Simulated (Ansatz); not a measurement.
# TcNi (P-6m2): frozen displacement of one atom, by script

A script is to give a frozen displacement of one atom; the system is TcNi (P-6m2).

Computed with Ansatz 0.2.0 through its Python package. Level of theory: DFT PBEsol, plane waves, PAW.

## 1. Starting point

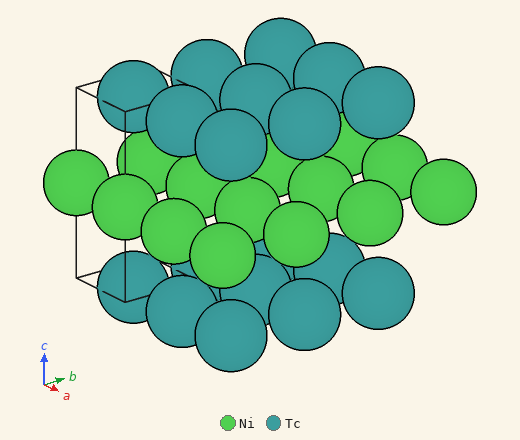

The structure that the script starts from, seen slightly off an axis (nickel green, technetium teal). 3×3×1 cells are drawn. Atoms on cell faces are repeated.

The script holds or builds the structure itself.

## 2. Script

Input file push.py:

```python
"""Frozen displacement of one atom in TcNi."""

import warnings

import ansatz as az
import numpy as np


def main() -> None:
    warnings.simplefilter("ignore", az.DeckWarning)

    cell = (
        az.Lattice.of((2.654164, 0.0, 0.0), (-1.327082, 2.298573, 0.0), (0.0, 0.0, 4.200923))
        .atom("Ni", (0.0, 0.0, 0.5))
        .atom("Tc", (2 / 3, 1 / 3, 0.0))
        .moments(Ni=1.5)
    )

    inverse = np.linalg.inv(np.array(cell.lattice.vectors))
    home = np.array(cell.sites[1].position)
    values = np.linspace(-0.02, 0.02, 5)
    energies, pulls = [], []
    for shift in values:
        moved = cell.move(1, to=home + shift * inverse[1])
        model = (
            moved.calculation()
            .functional("PBEsol")
            .kpoints(13, 13, 7)
            .occupations("fermi_dirac", width=0.1)
            .spin("collinear")
            .forces()
        )
        data = model.run(threads=1).report
        energies.append(data["free_energy_ev"])
        pulls.append(data["forces_ev_ang"][1][1])

    # the force is minus the slope of the free energy
    print("shift (A)   dE (eV)   force along y (eV/A)")
    for shift, e, f in zip(values, energies, pulls):
        print(f"{shift:8.3f} {e - energies[2]:10.5f} {f:12.4f}")
    print(f"stiffness from energies {2 * np.polyfit(values, energies, 2)[0]:.3f}, from forces {-np.polyfit(values, pulls, 1)[0]:.3f} eV/A^2")


if __name__ == "__main__":
    main()
```

## 3. The input behind the calls

The package turns the script's settings into the engine's input (first run):

```yaml
crystal:
  lattice:
    - [2.654164, 0.0, 0.0]
    - [-1.327082, 2.298573, 0.0]
    - [0.0, 0.0, 4.200923]
  atoms:
    - { symbol: Ni, position: [0.0, 0.0, 0.5] }
    - { symbol: Tc, position: [0.6623161413624887, 0.3246322827249776, 0.0] }
kpoints:
  mp_grid:
    grid: [13, 13, 7]
hamiltonian:
  xc: pbesol
magnetization:
  spin_polarized: true
  per_species:
    Ni: 1.5
scf:
  occupations:
    method: fermi_dirac
    width: 0.1
output:
  forces: true
```

## 4. Running it

Started as:

```bash
python push.py
```

The log of the run:

```text
RunWarning: the starting moments were not kept: the SCF closed with an absolute magnetisation of 6.0e-6 μB, where they sum to 1.5 μB in size (1 site). That is at most 0.1 of that sum. Measured as dr2_m measures the in/out step, that magnetisation stands 5.3e-11 eV from none, at or under the dr2_threshold of 1.0e-7 eV: [...]
shift (A)   dE (eV)   force along y (eV/A)
  -0.020    0.00067       0.0675
  -0.010    0.00017       0.0337
   0.000    0.00000      -0.0000
   0.010    0.00017      -0.0336
   0.020    0.00067      -0.0670
stiffness from energies 3.362, from forces 3.362 eV/A^2
```

(Warnings from the package without file and line, shortened, repeats left out.)

It took 3.5 min on 1 thread of Arm Neoverse V1, shared host; peak memory 0.62 GiB.

## 5. What changed from run to run

The engine's inputs for some of the other runs:

Run 2, against run 1:

```diff
@@ -8 +8 @@
-    - { symbol: Tc, position: [0.6623161413624887, 0.3246322827249776, 0.0] }
+    - { symbol: Tc, position: [0.6644914040145777, 0.32898280802915547, 0.0] }
```

Run 3, against run 1:

```diff
@@ -8 +8 @@
-    - { symbol: Tc, position: [0.6623161413624887, 0.3246322827249776, 0.0] }
+    - { symbol: Tc, position: [0.6666666666666666, 0.3333333333333333, 0.0] }
```

Run 4, against run 1:

```diff
@@ -8 +8 @@
-    - { symbol: Tc, position: [0.6623161413624887, 0.3246322827249776, 0.0] }
+    - { symbol: Tc, position: [0.6688419293187555, 0.33768385863751116, 0.0] }
```

## 6. What each run gave

One row for each of the 5 runs:

| run | shift of atom 2 from run 1 (Å) | energy from run 3 (meV/atom) | SCF cycles | CPU time (s) |
| --- | --- | --- | --- | --- |
| 1 | 0.000 | 0.34 | 15 | 46 |
| 2 | 0.010 | 0.08 | 15 | 47 |
| 3 | 0.020 | 0.00 | 15 | 21 |
| 4 | 0.030 | 0.08 | 15 | 47 |
| 5 | 0.040 | 0.34 | 15 | 47 |

Energies are free energies F = E - TS of the smeared occupations. 

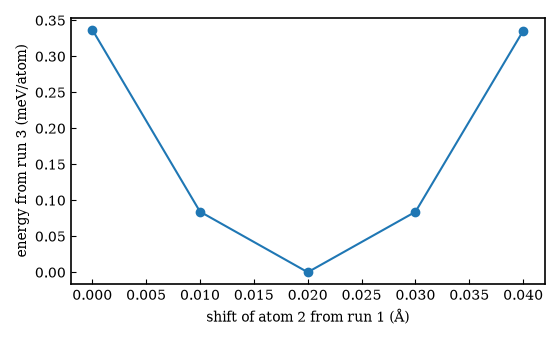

Energy against shift of atom 2 from run 1; lines join the points.

## 7. Results

```
                                    quantity          value
                               runs compared              5
                             range of energy  0.34 meV/atom
lowest point, shift of atom 2 from run 1 (Å)          0.020
```

In words: The curvature of the energy gives 3.362 eV/Å² and the slope of the force 3.362 eV/Å², a positive curvature. The SCF didn't keep the moments it started from (some shrank, vanished or turned); what is printed is the state reached. The mesh is modest for a metal, so energies can be off by several to tens of meV an atom and pressures by half a GPa or more; differences at equal mesh fare better. In a metal a curvature from energy changes of a few meV or less hangs on mesh and smearing, in size and even in sign. This cell is a computed structure, which may not be the phase found in nature. All periodic images of the atom move with it, so the curvature is one diagonal element of the zone-centre force constants and no normal mode; a positive value doesn't exclude soft modes in which several atoms move. The script silences the warnings on its input, which a real study should read. The starting moments were not kept in at least one run, so it stands on a weaker or other magnetic state than the one typed.
